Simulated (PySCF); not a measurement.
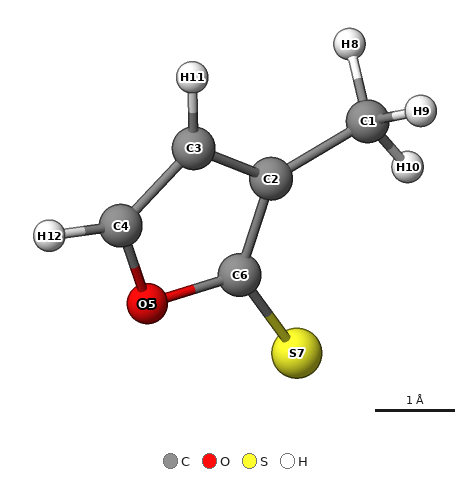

**Figure 1.** The input geometry of run A (ball-and-stick view, seen at a tilt; atoms are numbered from 1 in the order of the input). Bond lengths as drawn: C–C 1.36 to 1.49 Å, C–H 1.07 to 1.09 Å, C–O 1.36 to 1.37 Å and C–S 1.69 Å.

## Two runs on C5H5OS

System: C5H5OS, charge −1, SMILES Cc1ccoc1[S-].
Method of run A: GIAO LDA/STO-3G NMR shielding, non-relativistic, gas phase (PySCF 2.14.0).

The geometry comes from this level: GFN2-xTB. Text and figures count atoms from 1; the logs count them from 0 in places.

## Input, run A
```
{"job": {"kind": "nmr", "xc": "LDA", "basis": "STO-3G", "pop": false}, "charge": -1, "multiplicity": 1}
C     -1.686935    -0.312734     0.257840
C     -0.242623    -0.024265     0.031136
C      0.853884    -0.910242     0.131594
C      1.971342    -0.194040    -0.164917
O      1.646631     1.096590    -0.449207
C      0.287765     1.205204    -0.331407
S     -0.484180     2.677972    -0.618961
H     -2.047675    -1.102368    -0.407579
H     -1.877200    -0.625613     1.288866
H     -2.249568     0.597897     0.059990
H      0.817487    -1.954593     0.390690
H      3.012270    -0.454493    -0.214073
```

The first line tells a small driver script what to run in PySCF; the rest is the geometry in Å.

Command:
```bash
OMP_NUM_THREADS=1 python <driver script> task.json out
```

Hardware: 1 CPU thread, shared host.

## Output (run A)
```
coarse grid: 11240 points
cycle   1  E = -655.3131081388  dE =  1.104e+00  |g| = 4.520e-01  |ddm| = 5.140e+00
cycle   2  E = -654.7832400914  dE =  5.299e-01  |g| = 1.178e+00  |ddm| = 3.070e+00
cycle   3  E = -655.3447187441  dE = -5.615e-01  |g| = 4.348e-01  |ddm| = 2.718e+00
cycle   4  E = -655.4033598581  dE = -5.864e-02  |g| = 1.320e-01  |ddm| = 8.464e-01
cycle   5  E = -655.4084464334  dE = -5.087e-03  |g| = 5.197e-02  |ddm| = 2.360e-01
cycle   6  E = -655.4092890909  dE = -8.427e-04  |g| = 1.812e-02  |ddm| = 9.823e-02
cycle   7  E = -655.4093873901  dE = -9.830e-05  |g| = 6.216e-03  |ddm| = 3.452e-02
cycle   8  E = -655.4094004178  dE = -1.303e-05  |g| = 1.161e-03  |ddm| = 1.043e-02
cycle   9  E = -655.4094009288  dE = -5.110e-07  |g| = 4.487e-04  |ddm| = 2.423e-03
final grid: 105856 points
cycle  10  E = -655.3224623375  dE = -5.565e-06  |g| = 3.148e-03  |ddm| = 1.178e-02
cycle  11  E = -655.3224563209  dE =  6.017e-06  |g| = 5.116e-03  |ddm| = 1.212e-02
cycle  12  E = -655.3224648683  dE = -8.547e-06  |g| = 1.296e-03  |ddm| = 1.018e-02
cycle  13  E = -655.3224655585  dE = -6.902e-07  |g| = 3.182e-04  |ddm| = 2.909e-03
cycle  14  E = -655.3224655853  dE = -2.685e-08  |g| = 1.345e-04  |ddm| = 7.047e-04
cycle  15  E = -655.3224655924  dE = -7.051e-09  |g| = 2.948e-05  |ddm| = 2.852e-04
cycle  16  E = -655.3224655926  dE = -2.708e-10  |g| = 6.506e-06  |ddm| = 5.292e-05
converged SCF energy = -655.3224655926

GIAO shielding tensors (ppm)
atom      isotropic    diamagn.    paramagn.     s11        s22        s33       span
  0 C      213.860     246.174     -32.314    206.308    207.139    228.133     21.825
  1 C      147.446     256.206    -108.760     91.650    158.592    192.097    100.447
  2 C      137.573     257.748    -120.175     74.559    136.737    201.424    126.865
  3 C      130.277     260.410    -130.134     82.726    145.228    162.877     80.151
  4 O      157.821     378.211    -220.390    -19.456    159.185    333.734    353.190
  5 C       98.528     261.590    -163.062     25.511    122.622    147.450    121.940
  6 S      479.168    1048.215    -569.047    183.001    403.902    850.601    667.600
  7 H       32.097      31.034       1.063     27.294     28.826     40.169     12.875
  8 H       32.092      31.007       1.084     27.410     28.707     40.158     12.749
  9 H       31.265      30.969       0.296     24.794     31.488     37.512     12.718
 10 H       28.634      33.101      -4.467     26.307     28.700     30.894      4.588
 11 H       28.156      31.665      -3.509     26.054     26.669     31.745      5.692
```

The input of run B differs as follows (lines with − go, lines with + come):
```diff
-"xc": "LDA"
+"xc": "PBE0"
-"pop": false
+"pop": true
```

How does run B compare with run A?

The total energies belong to different methods, so their difference says nothing on which is more stable or more accurate. The HOMO goes from 6.09 to 4.99 eV. The LUMO goes from 9.26 to 10.12 eV. Of all shieldings, the largest change is that of S7, by +48.1 ppm. The functional changes from LDA to PBE0. Exact exchange removes part of the self-interaction error of semilocal functionals, which pushes filled and empty levels apart. The SCF takes 14 iterations against 16.

## Output (run B)
```
coarse grid: 11240 points
cycle   1  E = -658.5729527010  dE =  1.342e+00  |g| = 4.446e-01  |ddm| = 5.040e+00
cycle   2  E = -658.5018894576  dE =  7.106e-02  |g| = 6.422e-01  |ddm| = 2.093e+00
cycle   3  E = -658.6582076043  dE = -1.563e-01  |g| = 1.582e-01  |ddm| = 1.416e+00
cycle   4  E = -658.6664890748  dE = -8.281e-03  |g| = 6.094e-02  |ddm| = 3.589e-01
cycle   5  E = -658.6676749894  dE = -1.186e-03  |g| = 1.615e-02  |ddm| = 1.069e-01
cycle   6  E = -658.6677444567  dE = -6.947e-05  |g| = 6.472e-03  |ddm| = 2.978e-02
cycle   7  E = -658.6677591305  dE = -1.467e-05  |g| = 1.064e-03  |ddm| = 1.102e-02
cycle   8  E = -658.6677595114  dE = -3.809e-07  |g| = 2.671e-04  |ddm| = 1.961e-03
final grid: 105856 points
cycle   9  E = -658.6347884274  dE = -6.414e-07  |g| = 6.816e-03  |ddm| = 1.773e-02
cycle  10  E = -658.6347771996  dE =  1.123e-05  |g| = 9.055e-03  |ddm| = 2.099e-02
cycle  11  E = -658.6348023935  dE = -2.519e-05  |g| = 1.009e-03  |ddm| = 1.270e-02
cycle  12  E = -658.6348027211  dE = -3.275e-07  |g| = 1.471e-04  |ddm| = 1.645e-03
cycle  13  E = -658.6348027289  dE = -7.820e-09  |g| = 3.964e-05  |ddm| = 3.148e-04
cycle  14  E = -658.6348027293  dE = -4.692e-10  |g| = 1.404e-05  |ddm| = 8.052e-05
converged SCF energy = -658.6348027293

GIAO shielding tensors (ppm)
atom      isotropic    diamagn.    paramagn.     s11        s22        s33       span
  0 C      215.909     245.538     -29.629    209.036    210.122    228.569     19.533
  1 C      149.391     256.221    -106.830     89.206    162.223    196.742    107.535
  2 C      138.014     257.635    -119.621     71.864    136.942    205.236    133.372
  3 C      130.361     260.247    -129.886     79.497    143.517    168.069     88.571
  4 O      166.850     378.259    -211.409      3.824    157.044    339.681    335.857
  5 C       90.522     261.278    -170.756      6.768    131.378    133.421    126.653
  6 S      527.313    1048.420    -521.108    312.323    413.569    856.046    543.723
  7 H       32.432      31.329       1.103     27.669     29.163     40.465     12.796
  8 H       32.427      31.303       1.124     27.786     29.041     40.453     12.667
  9 H       31.398      31.170       0.228     24.799     31.731     37.664     12.864
 10 H       28.837      33.363      -4.526     26.595     28.996     30.922      4.327
 11 H       28.306      31.978      -3.672     26.272     26.992     31.654      5.382
```

## The two runs side by side

```tsv
quantity	run A	run B
outcome	converged	converged
total energy (hartree)	−655.322466	−658.634803
HOMO (eV)	6.09	4.99
LUMO (eV)	9.26	10.12
shielding of C1 (ppm)	213.9	215.9
shielding of C2 (ppm)	147.4	149.4
shielding of C3 (ppm)	137.6	138.0
shielding of O5 (ppm)	157.8	166.8
shielding of C6 (ppm)	98.5	90.5
shielding of S7 (ppm)	479.2	527.3
shielding of H8 (ppm)	32.1	32.4
SCF iterations	16	14
basis functions	44	44
wall time (shared host)	4.5 s	3.6 s
```

For both runs: The highest filled orbital lies above zero: either the extra electron isn't bound at this level, or the self-interaction error of the functional lifts the level.
